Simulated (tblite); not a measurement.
**Geometry relaxation of C3H5SSi (charge −1)**

The run: geometry relaxation of C3H5SSi, charge −1. Method and program: GFN2-xTB geometry optimisation, gas phase (tblite 0.8.0).

It belongs to a series of runs on one base structure; here: H on C replaced by SSiH3.

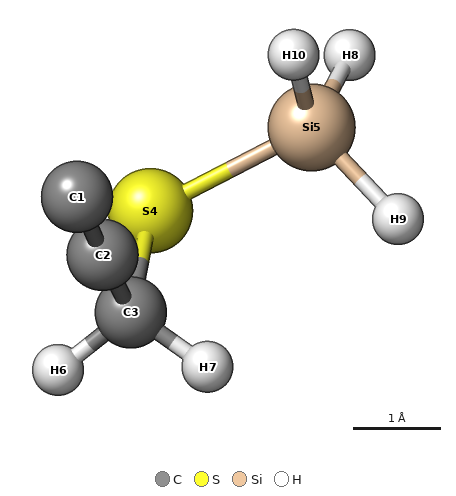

Fig. 1: The structure as given in the input (ball-and-stick view, seen at a tilt; atoms are numbered from 1 in the order of the input). Bond lengths as drawn: C–C 1.49 to 1.53 Å, C–H 1.09 to 1.10 Å, C–S 1.81 Å, H–Si 1.48 to 1.49 Å and S–Si 2.14 Å.

## Key numbers

- outcome: converged
- total energy: −381.8587 eV
- hardware: 1 CPU thread, shared host
- wall time: 0.52 s
- peak memory: 0.18 GiB

## Input
```
{"job": {"kind": "relax", "xc": "GFN2-xTB", "basis": "xTB"}, "charge": -1, "multiplicity": 1}
C     -2.829300     1.180200    -0.541800
C     -1.873800     0.045500    -0.177700
C     -0.935000    -1.038400     0.215500
S      0.572000    -1.077800    -0.793600
Si     1.631200     0.673700    -0.156500
H     -1.451800    -2.000200     0.082000
H     -0.680900    -0.953400     1.268900
H      3.004300     0.655700    -0.735700
H      1.693100     0.652900     1.319300
H      0.879000     1.866400    -0.616600
```

The first line tells a small driver script what to run in tblite; the rest is the geometry in Å.

Launch command:
```bash
OMP_NUM_THREADS=1 python <driver script> task.json out
```

## The program's output
```
step      E/eV     max force
  0    -379.30104   10.992
  1    -381.49490    2.613
  2    -381.64077    2.002
  3    -381.56585    5.812
  4    -381.77857    1.240
  5    -381.80131    0.368
  6    -381.81602    0.426
  7    -381.82240    0.461
  8    -381.83049    0.143
  9    -381.83173    0.119
 10    -381.83234    0.078
 11    -381.83281    0.088
 12    -381.83355    0.094
 13    -381.83431    0.092
 14    -381.83499    0.070
 15    -381.83552    0.074
 16    -381.83600    0.077
 17    -381.83642    0.057
 18    -381.83677    0.067
 19    -381.83713    0.059
 20    -381.83752    0.071
 21    -381.83789    0.067
 22    -381.83818    0.049
 23    -381.83844    0.046
 24    -381.83875    0.064
 25    -381.83913    0.075
 26    -381.83946    0.061
 27    -381.83968    0.042
 28    -381.83988    0.052
 29    -381.84014    0.071
 30    -381.84046    0.072
 31    -381.84080    0.059
 32    -381.84115    0.054
 33    -381.84156    0.070
 34    -381.84219    0.090
 35    -381.84302    0.086
 36    -381.84373    0.082
 37    -381.84430    0.089
 38    -381.84511    0.096
 39    -381.84623    0.121
 40    -381.84731    0.104
 41    -381.84803    0.077
 42    -381.84854    0.064
 43    -381.84924    0.106
 44    -381.85015    0.146
 45    -381.85175    0.161
 46    -381.85361    0.102
 47    -381.85433    0.094
 48    -381.85463    0.087
 49    -381.85497    0.070
 50    -381.85610    0.073
 51    -381.85663    0.071
 52    -381.85726    0.067
 53    -381.85763    0.054
 54    -381.85789    0.069
 55    -381.85811    0.069
 56    -381.85825    0.049
 57    -381.85838    0.034
 58    -381.85844    0.024
 59    -381.85855    0.024
 60    -381.85863    0.022
 61    -381.85867    0.016
 62    -381.85869    0.014
 63    -381.85870    0.011
 64    -381.85871    0.008
```

## Trajectory as extended XYZ (Å, eV, eV/Å), 21 of the 65 frames kept, from step=0 to step=64
```
10
Properties=species:S:1:pos:R:3:forces:R:3 step=0 energy=-379.30104
C    -2.8293    1.1802   -0.5418    6.9010  -8.1460   2.6140
C    -1.8738    0.0455   -0.1777   -5.8920   7.0860  -2.0600
C    -0.9350   -1.0384    0.2155   -3.2120   1.6840   0.0730
S     0.5720   -1.0778   -0.7936    1.9780   0.0170  -0.5630
Si    1.6312    0.6737   -0.1565   -0.5980  -0.1180  -0.2820
H    -1.4518   -2.0002    0.0820    0.3780  -0.1830  -0.2180
H    -0.6809   -0.9534    1.2689    0.4860   0.0160   0.2970
H     3.0043    0.6557   -0.7357   -0.4710  -0.0640   0.1790
H     1.6931    0.6529    1.3193    0.0950   0.0160  -0.2140
H     0.8790    1.8664   -0.6166    0.3330  -0.3090   0.1740
10
Properties=species:S:1:pos:R:3:forces:R:3 step=3 energy=-381.56585
C    -2.6912    1.0128   -0.4850    1.2450  -1.4330   0.4920
C    -1.8909    0.0757   -0.1724   -3.5910   4.3200  -1.4910
C    -1.1069   -0.9132    0.2043    2.0470  -3.8300   2.1800
S     0.6408   -1.0770   -0.7984    0.6530  -0.1220  -0.3370
Si    1.5993    0.6651   -0.1682    0.0930  -0.2750   0.0490
H    -1.4354   -1.9818    0.0605   -0.0260   0.6110  -0.3080
H    -0.6722   -0.9359    1.2510   -0.2380   0.4420  -0.5500
H     2.9656    0.6499   -0.7220   -0.1590   0.0070   0.0550
H     1.7002    0.6560    1.2999    0.0360   0.0650  -0.0550
H     0.8996    1.8529   -0.6060   -0.0600   0.2150  -0.0350
10
Properties=species:S:1:pos:R:3:forces:R:3 step=6 energy=-381.81602
C    -2.6910    1.0123   -0.4834   -0.0780   0.0840   0.0050
C    -1.9121    0.0989   -0.1773   -0.1940   0.1770  -0.0010
C    -1.0875   -0.9542    0.2307    0.1850  -0.3450   0.1670
S     0.6565   -1.0837   -0.8050    0.2540  -0.1930  -0.1130
Si    1.5993    0.6601   -0.1670   -0.0390  -0.0160   0.0080
H    -1.4404   -1.9730    0.0492   -0.1270  -0.0230  -0.1900
H    -0.6765   -0.9213    1.2447    0.0100   0.2110   0.0990
H     2.9591    0.6494   -0.7200   -0.0530  -0.0040   0.0110
H     1.7020    0.6583    1.2977    0.0310   0.0440  -0.0010
H     0.8996    1.8579   -0.6059    0.0110   0.0650   0.0140
10
Properties=species:S:1:pos:R:3:forces:R:3 step=10 energy=-381.83234
C    -2.6938    1.0133   -0.4776   -0.0300   0.0170   0.0400
C    -1.9159    0.0975   -0.1684    0.0200  -0.0110  -0.0150
C    -1.0928   -0.9635    0.2404   -0.0110   0.0320  -0.0350
S     0.6922   -1.1079   -0.8145    0.0220  -0.0550   0.0500
Si    1.5907    0.6555   -0.1683    0.0050  -0.0190  -0.0140
H    -1.4537   -1.9729    0.0250    0.0090   0.0280   0.0190
H    -0.6758   -0.8956    1.2515   -0.0220  -0.0340  -0.0460
H     2.9489    0.6489   -0.7175    0.0210   0.0200  -0.0130
H     1.7066    0.6649    1.2956   -0.0020   0.0240   0.0030
H     0.9027    1.8645   -0.6027   -0.0120  -0.0020   0.0110
10
Properties=species:S:1:pos:R:3:forces:R:3 step=13 energy=-381.83431
C    -2.7001    1.0163   -0.4671   -0.0300   0.0140   0.0300
C    -1.9168    0.1004   -0.1723    0.0420   0.0180  -0.0340
C    -1.0929   -0.9596    0.2330    0.0080  -0.0770   0.0500
S     0.7034   -1.1249   -0.8053    0.0060   0.0410   0.0560
Si    1.5904    0.6516   -0.1713    0.0420  -0.0050   0.0190
H    -1.4558   -1.9702    0.0241    0.0000   0.0380  -0.0180
H    -0.6792   -0.8984    1.2466   -0.0240   0.0050  -0.0570
H     2.9526    0.6534   -0.7202   -0.0400   0.0130   0.0060
H     1.7070    0.6715    1.2961   -0.0030   0.0110  -0.0540
H     0.9003    1.8645   -0.5998   -0.0020  -0.0590   0.0020
10
Properties=species:S:1:pos:R:3:forces:R:3 step=16 energy=-381.83600
C    -2.7075    1.0184   -0.4525    0.0210  -0.0260   0.0210
C    -1.9124    0.1052   -0.1797    0.0090   0.0180  -0.0070
C    -1.0942   -0.9597    0.2282    0.0030   0.0280  -0.0340
S     0.7150   -1.1363   -0.7898   -0.0110   0.0210   0.0130
Si    1.5941    0.6478   -0.1720    0.0010   0.0170   0.0110
H    -1.4590   -1.9660    0.0195   -0.0340  -0.0450  -0.0530
H    -0.6842   -0.8998    1.2387    0.0020   0.0220   0.0660
H     2.9520    0.6592   -0.7226    0.0120   0.0030  -0.0150
H     1.7075    0.6791    1.2912    0.0160   0.0030   0.0230
H     0.8976    1.8568   -0.5972   -0.0200  -0.0410  -0.0250
10
Properties=species:S:1:pos:R:3:forces:R:3 step=19 energy=-381.83713
C    -2.7110    1.0184   -0.4408    0.0130   0.0050  -0.0030
C    -1.9066    0.1094   -0.1853    0.0060  -0.0230   0.0240
C    -1.0930   -0.9600    0.2235    0.0060  -0.0030   0.0120
S     0.7200   -1.1398   -0.7776   -0.0070  -0.0200  -0.0140
Si    1.5980    0.6474   -0.1702   -0.0020  -0.0040   0.0100
H    -1.4647   -1.9664    0.0094    0.0190   0.0470  -0.0100
H    -0.6891   -0.8981    1.2398   -0.0430  -0.0190  -0.0170
H     2.9529    0.6635   -0.7263    0.0200  -0.0010  -0.0140
H     1.7105    0.6846    1.2913    0.0280   0.0070   0.0510
H     0.8920    1.8457   -0.5999   -0.0400   0.0110  -0.0390
10
Properties=species:S:1:pos:R:3:forces:R:3 step=22 energy=-381.83818
C    -2.7119    1.0187   -0.4291   -0.0020   0.0320  -0.0220
C    -1.9011    0.1123   -0.1878   -0.0160   0.0120   0.0170
C    -1.0908   -0.9596    0.2191    0.0020  -0.0130   0.0190
S     0.7247   -1.1461   -0.7667    0.0280   0.0100   0.0010
Si    1.6015    0.6470   -0.1668   -0.0020   0.0010   0.0100
H    -1.4681   -1.9615   -0.0028    0.0270   0.0160   0.0040
H    -0.7002   -0.9000    1.2402   -0.0190  -0.0440  -0.0090
H     2.9563    0.6678   -0.7320   -0.0370  -0.0030   0.0180
H     1.7182    0.6914    1.2984    0.0240   0.0090  -0.0290
H     0.8803    1.8347   -0.6086   -0.0040  -0.0220  -0.0070
10
Properties=species:S:1:pos:R:3:forces:R:3 step=26 energy=-381.83946
C    -2.7105    1.0262   -0.4219    0.0250   0.0040  -0.0130
C    -1.8988    0.1188   -0.1849    0.0050   0.0170   0.0030
C    -1.0910   -0.9579    0.2167   -0.0330   0.0200  -0.0100
S     0.7375   -1.1513   -0.7537   -0.0190  -0.0130   0.0230
Si    1.6030    0.6473   -0.1613   -0.0180   0.0070  -0.0210
H    -1.4656   -1.9549   -0.0187   -0.0150  -0.0510  -0.0300
H    -0.7166   -0.9142    1.2425    0.0350  -0.0140   0.0370
H     2.9513    0.6720   -0.7342    0.0180   0.0070  -0.0030
H     1.7349    0.7026    1.3004    0.0060   0.0170  -0.0020
H     0.8648    1.8161   -0.6211   -0.0040   0.0060   0.0150
10
Properties=species:S:1:pos:R:3:forces:R:3 step=29 energy=-381.84014
C    -2.7071    1.0326   -0.4199    0.0220   0.0170  -0.0130
C    -1.8963    0.1244   -0.1829    0.0220  -0.0280   0.0120
C    -1.0951   -0.9577    0.2163    0.0010  -0.0580   0.0410
S     0.7424   -1.1565   -0.7424   -0.0230  -0.0110   0.0160
Si    1.6023    0.6477   -0.1612    0.0180  -0.0090  -0.0030
H    -1.4663   -1.9562   -0.0313   -0.0100   0.0430   0.0010
H    -0.7215   -0.9243    1.2461   -0.0180  -0.0100  -0.0470
H     2.9504    0.6757   -0.7356    0.0100   0.0080  -0.0100
H     1.7447    0.7117    1.2997   -0.0050   0.0160  -0.0050
H     0.8556    1.8072   -0.6251   -0.0160   0.0320   0.0090
10
Properties=species:S:1:pos:R:3:forces:R:3 step=32 energy=-381.84115
C    -2.6940    1.0430   -0.4203    0.0440   0.0000  -0.0010
C    -1.8906    0.1292   -0.1770   -0.0060  -0.0270   0.0080
C    -1.1026   -0.9628    0.2197    0.0400  -0.0050  -0.0260
S     0.7449   -1.1650   -0.7230    0.0280   0.0180  -0.0020
Si    1.6024    0.6482   -0.1625    0.0050   0.0140   0.0040
H    -1.4704   -1.9551   -0.0503   -0.0470   0.0110   0.0240
H    -0.7301   -0.9428    1.2480   -0.0400  -0.0160   0.0110
H     2.9509    0.6825   -0.7395   -0.0240   0.0030  -0.0160
H     1.7586    0.7282    1.2975   -0.0180   0.0080  -0.0200
H     0.8398    1.7993   -0.6288    0.0170  -0.0060   0.0180
10
Properties=species:S:1:pos:R:3:forces:R:3 step=35 energy=-381.84302
C    -2.6578    1.0665   -0.4163    0.0470  -0.0180   0.0180
C    -1.8772    0.1349   -0.1650    0.0200   0.0390  -0.0380
C    -1.1075   -0.9750    0.2189   -0.0150   0.0560  -0.0510
S     0.7601   -1.1808   -0.6780    0.0360   0.0120  -0.0120
Si    1.6052    0.6525   -0.1626   -0.0470   0.0270  -0.0040
H    -1.4902   -1.9480   -0.0881   -0.0230  -0.0820   0.0120
H    -0.7633   -0.9880    1.2542   -0.0110  -0.0220   0.0820
H     2.9464    0.6992   -0.7540   -0.0240  -0.0040  -0.0410
H     1.7865    0.7676    1.2903   -0.0220  -0.0020   0.0220
H     0.8065    1.7758   -0.6358    0.0390  -0.0060   0.0130
10
Properties=species:S:1:pos:R:3:forces:R:3 step=38 energy=-381.84511
C    -2.6101    1.0928   -0.4123   -0.0090   0.0450   0.0080
C    -1.8556    0.1421   -0.1573    0.0710   0.0180  -0.0370
C    -1.1142   -0.9890    0.2169   -0.0280  -0.0650   0.0650
S     0.7792   -1.1948   -0.6311   -0.0130  -0.0290  -0.0060
Si    1.6037    0.6601   -0.1633    0.0090  -0.0210   0.0320
H    -1.5154   -1.9481   -0.1227    0.0750   0.0040   0.0140
H    -0.8021   -1.0404    1.2658   -0.0300   0.0010  -0.0460
H     2.9359    0.7167   -0.7768   -0.0450  -0.0100  -0.0400
H     1.8095    0.8097    1.2826   -0.0160  -0.0120   0.0410
H     0.7782    1.7556   -0.6381   -0.0150   0.0690  -0.0330
10
Properties=species:S:1:pos:R:3:forces:R:3 step=42 energy=-381.84854
C    -2.5546    1.1190   -0.4136    0.0460  -0.0050   0.0130
C    -1.8246    0.1484   -0.1567   -0.0390  -0.0170   0.0170
C    -1.1258   -1.0072    0.2237    0.0420   0.0150  -0.0260
S     0.7913   -1.2055   -0.6011   -0.0230   0.0020   0.0600
Si    1.5954    0.6677   -0.1593   -0.0410   0.0040  -0.0040
H    -1.5245   -1.9569   -0.1418    0.0440   0.0180  -0.0250
H    -0.8395   -1.0845    1.2769    0.0060   0.0320  -0.0200
H     2.9115    0.7256   -0.8082   -0.0390  -0.0080   0.0000
H     1.8178    0.8376    1.2850   -0.0120  -0.0230  -0.0230
H     0.7620    1.7605   -0.6411    0.0160  -0.0180   0.0080
10
Properties=species:S:1:pos:R:3:forces:R:3 step=45 energy=-381.85175
C    -2.4795    1.1619   -0.3968    0.0660  -0.0670   0.0210
C    -1.7932    0.1578   -0.1460   -0.0380   0.0530   0.0120
C    -1.1295   -1.0252    0.2206    0.0290   0.1190  -0.1040
S     0.8109   -1.2320   -0.5143    0.0250   0.0550   0.0480
Si    1.5847    0.6745   -0.1511   -0.1200   0.0190  -0.0580
H    -1.5241   -1.9477   -0.2035   -0.0160  -0.0860  -0.0440
H    -0.9012   -1.1475    1.2798    0.0260   0.0140   0.0900
H     2.8738    0.7454   -0.8456    0.0180  -0.0260  -0.0120
H     1.8515    0.8868    1.2793   -0.0260  -0.0100  -0.0190
H     0.7156    1.7306   -0.6588    0.0370  -0.0710   0.0660
10
Properties=species:S:1:pos:R:3:forces:R:3 step=48 energy=-381.85463
C    -2.3898    1.2075   -0.3744    0.0050  -0.0120  -0.0030
C    -1.7549    0.1689   -0.1355    0.0260   0.0260   0.0190
C    -1.1304   -1.0426    0.2115   -0.0030  -0.0170   0.0120
S     0.8336   -1.2566   -0.4073    0.0180   0.0150  -0.0120
Si    1.5662    0.6817   -0.1475    0.0290  -0.0110  -0.0110
H    -1.5246   -1.9413   -0.2721    0.0350   0.0160   0.0150
H    -0.9689   -1.2143    1.2813   -0.0190   0.0180  -0.0400
H     2.8292    0.7654   -0.8902    0.0150  -0.0550   0.0030
H     1.8799    0.9408    1.2652   -0.0270   0.0040  -0.0140
H     0.6686    1.6952   -0.6672   -0.0800   0.0150   0.0310
10
Properties=species:S:1:pos:R:3:forces:R:3 step=51 energy=-381.85663
C    -2.3677    1.2194   -0.3682    0.0190  -0.0200   0.0100
C    -1.7393    0.1767   -0.1295   -0.0080  -0.0040  -0.0430
C    -1.1284   -1.0453    0.2070    0.0170   0.0080   0.0410
S     0.8438   -1.2628   -0.3806   -0.0060  -0.0110  -0.0260
Si    1.5623    0.6833   -0.1517   -0.0300   0.0640   0.0060
H    -1.5154   -1.9405   -0.2891    0.0090   0.0510   0.0030
H    -0.9869   -1.2245    1.2775    0.0000  -0.0120  -0.0090
H     2.8217    0.7560   -0.9015   -0.0050  -0.0240   0.0000
H     1.8784    0.9540    1.2586   -0.0060   0.0090  -0.0150
H     0.6404    1.6884   -0.6586    0.0100  -0.0600   0.0340
10
Properties=species:S:1:pos:R:3:forces:R:3 step=54 energy=-381.85789
C    -2.3121    1.2466   -0.3518   -0.0020   0.0020  -0.0060
C    -1.7105    0.1867   -0.1231    0.0180  -0.0190  -0.0110
C    -1.1225   -1.0515    0.2027   -0.0110  -0.0240   0.0250
S     0.8602   -1.2737   -0.3157   -0.0120   0.0280  -0.0060
Si    1.5516    0.6927   -0.1499   -0.0060  -0.0680   0.0080
H    -1.5029   -1.9263   -0.3349    0.0110   0.0520   0.0200
H    -1.0339   -1.2641    1.2741    0.0190  -0.0030  -0.0450
H     2.7953    0.7522   -0.9275   -0.0180   0.0040   0.0040
H     1.8938    0.9892    1.2478    0.0030   0.0320  -0.0010
H     0.5898    1.6527   -0.6579   -0.0010  -0.0050   0.0120
10
Properties=species:S:1:pos:R:3:forces:R:3 step=58 energy=-381.85844
C    -2.2990    1.2524   -0.3503    0.0040  -0.0140  -0.0060
C    -1.7043    0.1881   -0.1217    0.0010   0.0150   0.0160
C    -1.1243   -1.0531    0.2035    0.0100   0.0100  -0.0100
S     0.8635   -1.2777   -0.3017   -0.0120  -0.0140  -0.0090
Si    1.5490    0.6888   -0.1490   -0.0010   0.0160   0.0140
H    -1.5035   -1.9187   -0.3454   -0.0020  -0.0120   0.0000
H    -1.0398   -1.2765    1.2715    0.0020   0.0080  -0.0080
H     2.7887    0.7539   -0.9316   -0.0120  -0.0030  -0.0080
H     1.8999    1.0045    1.2428   -0.0010   0.0120   0.0020
H     0.5788    1.6431   -0.6544    0.0110  -0.0190   0.0100
10
Properties=species:S:1:pos:R:3:forces:R:3 step=61 energy=-381.85867
C    -2.2891    1.2563   -0.3491   -0.0090   0.0130  -0.0040
C    -1.6972    0.1914   -0.1188    0.0030  -0.0040  -0.0060
C    -1.1211   -1.0535    0.2013    0.0040  -0.0030  -0.0030
S     0.8642   -1.2812   -0.2926    0.0010  -0.0020   0.0000
Si    1.5465    0.6879   -0.1456    0.0020   0.0030  -0.0070
H    -1.5009   -1.9157   -0.3531   -0.0050  -0.0020   0.0010
H    -1.0457   -1.2816    1.2687    0.0060  -0.0020   0.0050
H     2.7798    0.7519   -0.9376   -0.0030  -0.0020  -0.0030
H     1.9020    1.0152    1.2415    0.0060   0.0020   0.0150
H     0.5704    1.6342   -0.6510   -0.0040  -0.0020   0.0020
10
Properties=species:S:1:pos:R:3:forces:R:3 step=64 energy=-381.85871
C    -2.2967    1.2535   -0.3502    0.0020   0.0000  -0.0020
C    -1.6995    0.1913   -0.1204   -0.0020  -0.0020  -0.0040
C    -1.1205   -1.0523    0.2011   -0.0010   0.0040  -0.0040
S     0.8629   -1.2802   -0.2995    0.0020   0.0000   0.0020
Si    1.5484    0.6873   -0.1453   -0.0020   0.0020   0.0050
H    -1.5024   -1.9165   -0.3487   -0.0020   0.0000  -0.0010
H    -1.0410   -1.2775    1.2689    0.0060   0.0010   0.0050
H     2.7828    0.7514   -0.9354   -0.0020  -0.0020  -0.0020
H     1.9013    1.0127    1.2441    0.0020  -0.0040  -0.0020
H     0.5736    1.6349   -0.6509   -0.0040   0.0010   0.0030
```

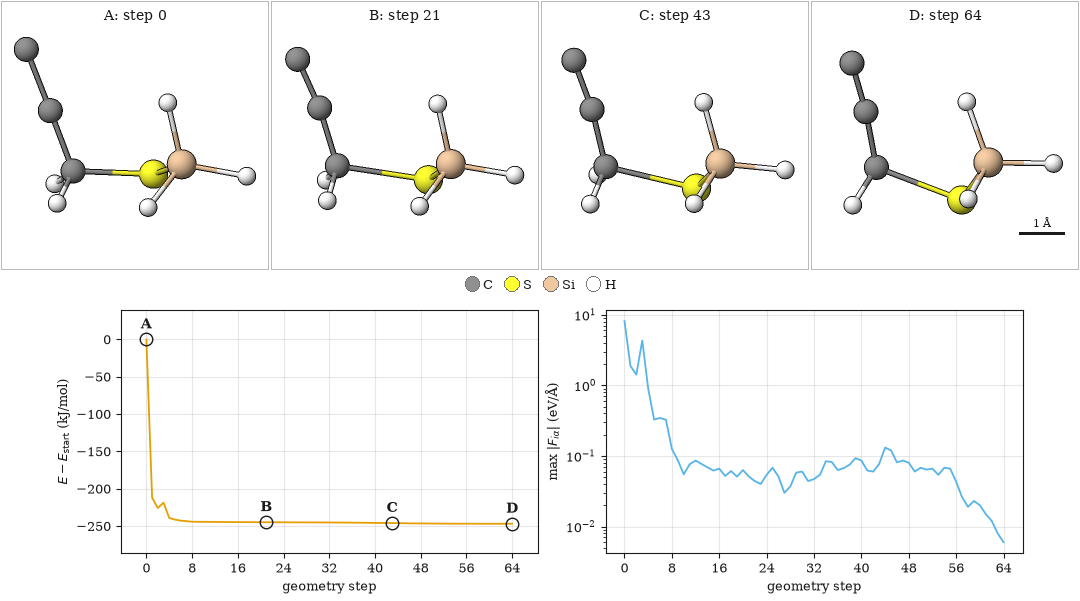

Fig. 2: Frames of the relaxation (ball-and-stick view, seen at a tilt) above the curves, on which the letters mark them (steps are counted from 0).

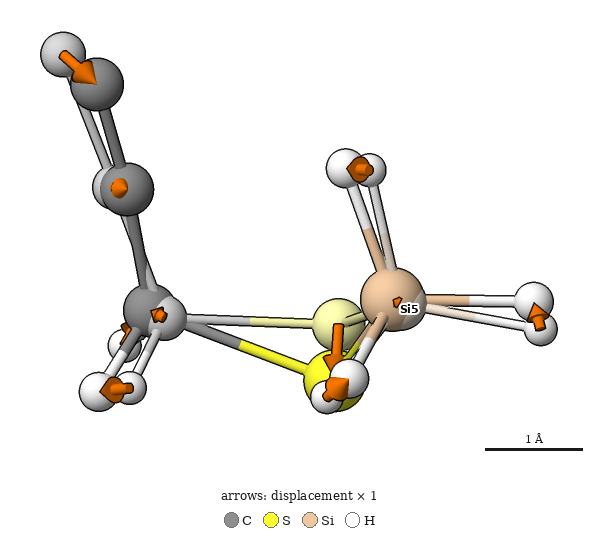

Fig. 3: Start (faint) and end (solid) with the displacements as orange arrows, at true length (ball-and-stick view, seen at a tilt). The two geometries are laid on each other by the best rigid fit. S4 moves most after the best rigid fit: 0.62 Å. By element the largest moves are S 0.62 Å, C 0.56 Å, H 0.48 Å, Si 0.09 Å. Distances before and after: C1–C2 1.527 → 1.240 Å, C3–S4 1.814 → 2.058 Å, C2–C3 1.487 → 1.409 Å, S4–Si5 2.144 → 2.089 Å. Among the angles that change: S4–C3–H7 110.3° → 98.3°, S4–C3–H6 107.7° → 97.3°, C2–C3–H6 108.0° → 116.1°. Over 64 geometry steps the energy falls by 246.8 kJ/mol. The largest force component goes from 8.1 to 0.006 eV/Å. (Atoms are counted from 1 in the order of the input.)
